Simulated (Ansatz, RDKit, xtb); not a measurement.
**Isomers of C6H4F3N, a sample narrowed down**

A sample of isomers of C6H4F3N is drawn. Aim: find which of them has the lowest free energy at 298.15 K, then its properties. The sample is small against all isomers, and the most stable one of this formula need not be in it.

The funnel: GFN2-xTB relaxations, single points with a density functional, relaxations at PBE0-D3(BJ)/def2-SVP, harmonic vibrations (at GFN2-xTB), and a last energy at a higher level. All values are calculated.

## Step 1: Drawing up candidates

Isomers were taken from a list of plausible structures; this is a sample, not all of them. That gives 3 candidates.

```
label            SMILES     spin
 c457  FC(F)(F)c1ccncc1  singlet
 c565  FC(F)(F)c1cccnc1  singlet
 c723  FC(F)(F)c1ccccn1  singlet
```

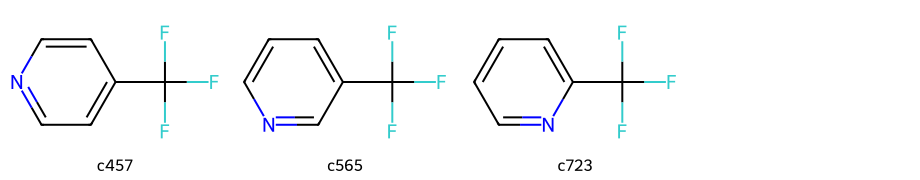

Structural formulas of the candidates.

Candidates are built by distance geometry, with a force field where one applies, in up to four conformers (letters a to d).

## Step 2: Search with GFN2-xTB

All 3 starts are relaxed the same way. One of them, c723a (taken from a list of positional isomers, embedded by distance geometry and MMFF94), in full:

File start.xyz:

```xyz
14
c723a
C      0.298366     0.955272    -0.038580
C     -0.341657     0.829401     1.338643
C     -1.778959     0.770277     1.397687
C     -2.346463     0.652451     2.601861
C     -1.625749     0.555905     3.757504
C     -0.230463     0.560824     3.643804
F     -0.231936     0.164343    -0.973867
F      1.622419     0.669035    -0.011849
F      0.180181     2.234194    -0.557462
N      0.423959     0.736842     2.458252
H     -2.345566     0.842479     0.505036
H     -3.442354     0.645142     2.702765
H     -2.037052     0.453552     4.730304
H      0.388650     0.512061     4.468593
```

Started as:

```console
xtb start.xyz --gfn 2 --opt
```

Output, shortened:

```text
* xtb version 6.7.1
[...]
          :  # basis functions                  44          :
[...]
          :  # electrons                        54          :
[...]
          :  Hamiltonian                  GFN2-xTB          :
[...]
          :  net charge                          0          :
          :  unpaired electrons                  0          :
[...]
   *** convergence criteria satisfied after 11 iterations ***
[...]
   *** GEOMETRY OPTIMIZATION CONVERGED AFTER 6 ITERATIONS ***
[...]
   *** convergence criteria satisfied after 3 iterations ***
[...]
         ::                     SUMMARY                     ::
         :::::::::::::::::::::::::::::::::::::::::::::::::::::
         :: total energy             -31.997363087716 Eh    ::
         :: gradient norm              0.000625464297 Eh/a0 ::
         :: HOMO-LUMO gap              3.178595599563 eV    ::
         ::.................................................::
         :: SCC energy               -32.312438285911 Eh    ::
         :: -> isotropic ES            0.049010191390 Eh    ::
         :: -> anisotropic ES          0.000440855776 Eh    ::
         :: -> anisotropic XC         -0.004021358395 Eh    ::
         :: -> dispersion             -0.010928744984 Eh    ::
         :: repulsion energy           0.315075198195 Eh    ::
         :: add. restraining           0.000000000000 Eh    ::
         :: total charge              -0.000000000000 e     ::
         :::::::::::::::::::::::::::::::::::::::::::::::::::::
[...]
        27        2.0000           -0.4044960             -11.0069 (HOMO)
        28                         -0.2876848              -7.8283 (LUMO)
[...]
     #   Z          covCN         q      C6AA      α(0)
     1   6 C        3.337     0.483    17.318     6.589
     2   6 C        2.974     0.068    26.476     8.440
     3   6 C        2.916    -0.031    28.779     8.797
     4   6 C        2.930    -0.004    28.119     8.696
     5   6 C        2.914    -0.029    28.735     8.790
     6   6 C        2.916     0.066    26.518     8.444
     7   9 F        0.791    -0.209    11.325     3.975
     8   9 F        0.791    -0.184    11.067     3.930
     9   9 F        0.791    -0.207    11.303     3.971
    10   7 N        1.841    -0.197    26.110     7.573
    11   1 H        0.926     0.064     2.150     2.293
    12   1 H        0.926     0.058     2.220     2.330
    13   1 H        0.926     0.058     2.228     2.334
    14   1 H        0.926     0.064     2.155     2.296
[...]
     #   Z sym  total        # sym  WBO       # sym  WBO       # sym  WBO
 ---------------------------------------------------------------------------
     1   6 C    3.832 --     8 F    0.971     7 F    0.942     9 F    0.940
                             2 C    0.936
     2   6 C    3.980 --    10 N    1.424     3 C    1.410     1 C    0.936
                             5 C    0.113
     3   6 C    3.990 --     4 C    1.436     2 C    1.410    11 H    0.967
                             6 C    0.113
     4   6 C    3.988 --     5 C    1.447     3 C    1.436    12 H    0.968
                            10 N    0.103
     5   6 C    3.990 --     4 C    1.447     6 C    1.420    13 H    0.969
                             2 C    0.113
     6   6 C    3.976 --    10 N    1.441     5 C    1.420    14 H    0.962
                             3 C    0.113
     7   9 F    1.067 --     1 C    0.942
[...]
molecular dipole:
                 x           y           z       tot (Debye)
 q only:       -1.100      -0.173       1.352
   full:       -1.498      -0.184       1.405       5.240
molecular quadrupole (traceless):
[...]
          | TOTAL ENERGY              -31.997363087716 Eh   |
          | GRADIENT NORM               0.000625464297 Eh/α |
          | HOMO-LUMO GAP               3.178595599563 eV   |
           -------------------------------------------------
[...]
```

Run time: 0.18 s. Hardware: 2 threads of Intel Xeon at 2.50GHz (Skylake/Cascade Lake), shared host.

## Step 3: The minima found

3 of the 3 relaxations converged. 3 distinct structures remain:

```
label  start      SMILES after     spin  energy (kcal/mol)
c565a  drawn  FC(F)(F)c1cccnc1  singlet                0.0
c457a  drawn  FC(F)(F)c1ccncc1  singlet                0.3
c723a  drawn  FC(F)(F)c1ccccn1  singlet                1.2
```

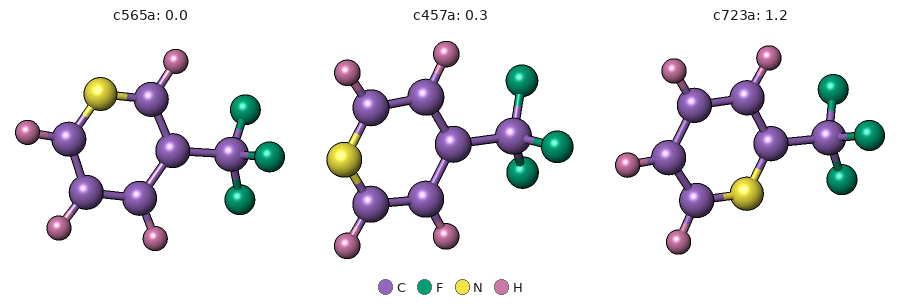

The 3 lowest minima that did not fall apart, with their GFN2-xTB energies in kcal/mol.

## Step 4: Second filter: single points

A choice of the minima (the low ones first, few conformers of a pattern, up to a cap) and the lowest that fell apart get a single point at r2SCAN-D4/def2-SVP on the tight-binding geometry, and one at HF/STO-3G for comparison. Some singlets are also tried as triplets at the same geometry (label ending in t). The first, c565a:

File input.yaml:

```yaml
crystal:
  periodic: [false, false, false]
  atoms:
    - symbol: C
      position_ang: [0.063909, 1.678942, -0.273121]
    - symbol: C
      position_ang: [-0.277550, 0.616114, 0.731117]
    - symbol: C
      position_ang: [-0.903328, -0.561469, 0.340646]
    - symbol: C
      position_ang: [-1.166591, -1.513498, 1.311272]
    - symbol: C
      position_ang: [-0.788144, -1.243549, 2.619257]
    - symbol: C
      position_ang: [0.062491, 0.786700, 2.070656]
    - symbol: F
      position_ang: [-0.086383, 2.918044, 0.217221]
    - symbol: F
      position_ang: [1.344342, 1.588069, -0.681529]
    - symbol: F
      position_ang: [-0.689019, 1.609634, -1.380817]
    - symbol: N
      position_ang: [-0.190359, -0.124105, 2.988520]
    - symbol: H
      position_ang: [-1.178007, -0.719007, -0.691533]
    - symbol: H
      position_ang: [-1.651825, -2.441740, 1.055894]
    - symbol: H
      position_ang: [-0.969296, -1.955593, 3.412797]
    - symbol: H
      position_ang: [0.547991, 1.690960, 2.411981]
basis:
  gaussian:
    orbitals: def2-SVP
hamiltonian:
  xc: r2scan
  dispersion: d4
scf:
  lower_state_search: "off"
output: {orbitals: {seedname: orbitals}}
```

Started as:

```console
ansatz run input.yaml --threads 2 --pin off --max-ram 5220MiB --events-out events.jsonl --progress --plain --runs-dir runs
```

Output, shortened:

```text
Warning: RAYON_NUM_THREADS=2 ignored (pool sized by the plan → 2); use --threads N
Functional definition: r2SCAN
  name "r2SCAN"
[...]
1796 factors; their error is unknown
[...]
mean field -15907.92210437 eV, -584.6053545588 hartree, gradient 3.4e-6 eV, S^2 0.000000; 0 other end points of the search recorded, 0 dependent functions left out
reference -15907.92211259 eV, -584.6053548607 hartree; 37, 37 occupied and 123, 123 virtual orbitals, 1796 factors
Total energy: -15908.02573453 eV, -584.6091628970 hartree
Checks for a lower state left out: stability, starts, cluster_reference, orbital_swaps, neighbouring_geometries, increment
```

Wall time 8.4 s (2 threads of Intel Xeon at 2.50GHz (Skylake/Cascade Lake), shared host); peak memory 0.22 GiB.

Relative energies in kcal/mol, each column from its lowest structure that stays in one piece:

```
 label            SMILES     spin  GFN2-xTB  HF/STO-3G  r2SCAN-D4/def2-SVP
 c565a  FC(F)(F)c1cccnc1  singlet       0.0        0.1                 0.0
 c723a  FC(F)(F)c1ccccn1  singlet       1.2        0.0                 0.2
 c457a  FC(F)(F)c1ccncc1  singlet       0.3        0.2                 0.3
c457at  FC(F)(F)c1ccncc1  triplet         –          –                88.6
c565at  FC(F)(F)c1cccnc1  triplet         –          –                91.9
c723at  FC(F)(F)c1ccccn1  triplet         –          –                94.4
```

## Step 5: Relaxing the best candidates

3 candidates are relaxed at PBE0-D3(BJ)/def2-SVP (chosen among the lowest in one piece). The first, c565a:

Edit input.yaml of step 4 so:

```diff
@@ -21,3 +21,3 @@
       position_ang: [-0.689019, 1.609634, -1.380817]
-    - symbol: N
+    - symbol: "N"
       position_ang: [-0.190359, -0.124105, 2.988520]
@@ -32,9 +32,5 @@
 basis:
-  gaussian:
-    orbitals: def2-SVP
-hamiltonian:
-  xc: r2scan
-  dispersion: d4
-scf:
-  lower_state_search: "off"
-output: {orbitals: {seedname: orbitals}}
+  gaussian: {orbitals: def2-SVP}
+hamiltonian: {xc: pbe0, dispersion: d3bj}
+scf: {lower_state_search: "off"}
+relax: {f_tol: 0.006}
```

Started as:

```console
ansatz run input.yaml --threads 2 --pin off --max-ram 5220MiB --events-out events.jsonl --progress --plain --runs-dir runs
```

Output, shortened:

```text
Warning: RAYON_NUM_THREADS=2 ignored (pool sized by the plan → 2); use --threads N
[...]
Functional definition: PBE0
  name "PBE0"
[...]
1812 factors; integrals over basis functions are off by at most 3.3e-4 eV
[...]
mean field -15899.17655923 eV, -584.2839617029 hartree, gradient 3.6e-6 eV, S^2 0.000000; 0 other end points of the search recorded, 0 dependent functions left out
[...]
reference -15899.17658202 eV, -584.2839625402 hartree; 37, 37 occupied and 123, 123 virtual orbitals, 1812 factors
relax step   1: F+E_penalty+E_count = -15899.50103002 eV  Δ(F+E_penalty+E_count) = +0.000e0 eV  max|allowed force component| = 5.639e-1 eV/Å  Δτ_max = 0.0000 Å  (17 SCF iters, accepted)
[...]
relax step   5: F+E_penalty+E_count = -15899.53746068 eV  Δ(F+E_penalty+E_count) = -1.220e-4 eV  max|allowed force component| = 9.378e-3 eV/Å  Δτ_max = 0.0096 Å  (22 SCF iters, accepted)
[...]
Atom 5 at     0.019138     0.815241     2.083801 Å, force    -0.000716     0.000221     0.000572 eV/Å
Atom 6 at     0.087522     2.903668     0.259333 Å, force    -0.000108    -0.001222    -0.000788 eV/Å
Atom 7 at     1.285578     1.470048    -0.806320 Å, force    -0.000771     0.000229     0.000107 eV/Å
Atom 8 at    -0.795887     1.695403    -1.295365 Å, force     0.000931     0.000265     0.000788 eV/Å
Atom 9 at    -0.231500    -0.100422     3.012544 Å, force     0.000449    -0.000298    -0.000786 eV/Å
Atom 10 at    -1.127284    -0.733329    -0.714894 Å, force    -0.000377    -0.000074     0.000084 eV/Å
Atom 11 at    -1.602236    -2.476440     1.043308 Å, force    -0.000190     0.000079    -0.000154 eV/Å
Atom 12 at    -0.987155    -1.980121     3.414150 Å, force     0.000402    -0.000103     0.000096 eV/Å
Atom 13 at     0.473734     1.752702     2.421399 Å, force     0.000266     0.000005    -0.000119 eV/Å
Dipole moment:    -0.224083    -0.436675    -0.083426 e Å
Checks for a lower state left out: stability, starts, cluster_reference, orbital_swaps, neighbouring_geometries, increment
```

It took 3.8 min on 2 threads of Intel Xeon at 2.50GHz (Skylake/Cascade Lake), shared host; peak memory 0.46 GiB.

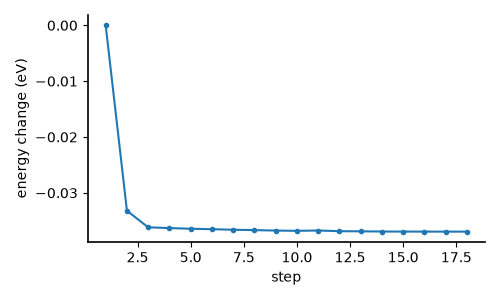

Energy along the run, all evaluated steps.

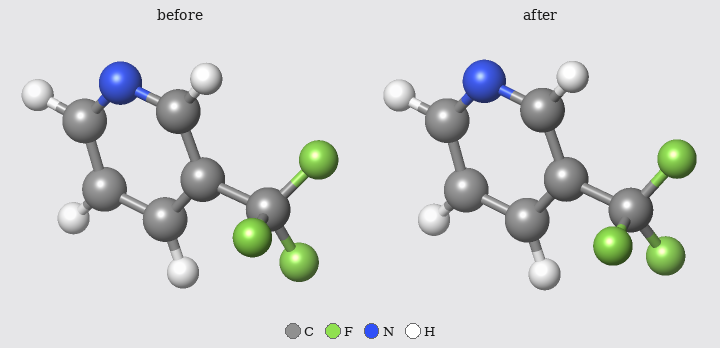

Before and after, at one scale.

After the run. Bond lengths: C1–C2 1.502 Å, C2–C3 1.394 Å, C3–C4 1.390 Å, C4–C5 1.395 Å, C2–C6 1.397 Å, C1–F7 1.334 Å, C1–F8 1.337 Å, C1–F9 1.336 Å, C5–N10 1.330 Å, C6–N10 1.328 Å, C3–H11 1.092 Å, C4–H12 1.092 Å, C5–H13 1.096 Å, C6–H14 1.095 Å. Some angles: C1–C2–C3 120.6°, C1–C2–C6 120.7°, C3–C2–C6 118.7°, C2–C1–F7 111.7°, C2–C1–F8 111.4°, C2–C1–F9 111.4°, F7–C1–F8 107.2°, F7–C1–F9 107.8°, F8–C1–F9 107.0°, C2–C3–C4 118.3°.

## Step 6: Ranking at PBE0-D3(BJ)/def2-SVP

```
label     spin  r2SCAN-D4/def2-SVP (kcal/mol)  PBE0-D3(BJ)/def2-SVP, relaxed (kcal/mol)     time
c723a  singlet                            0.2                                       0.0  4.6 min
c565a  singlet                            0.0                                       0.5  3.8 min
c457a  singlet                            0.3                                       0.8     77 s
```

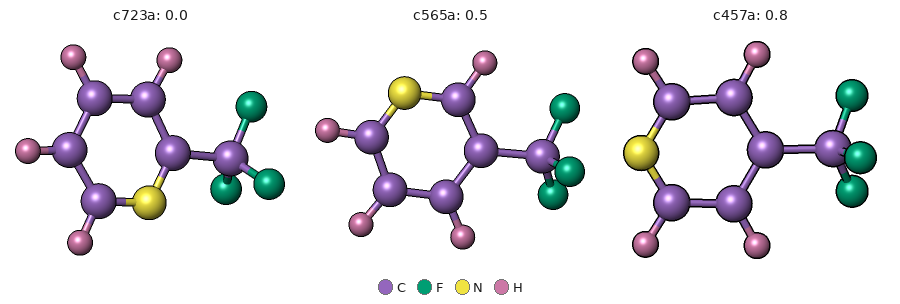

The relaxed structures, with energies at PBE0-D3(BJ)/def2-SVP in kcal/mol.

(Part 1 of 2 ends here.)
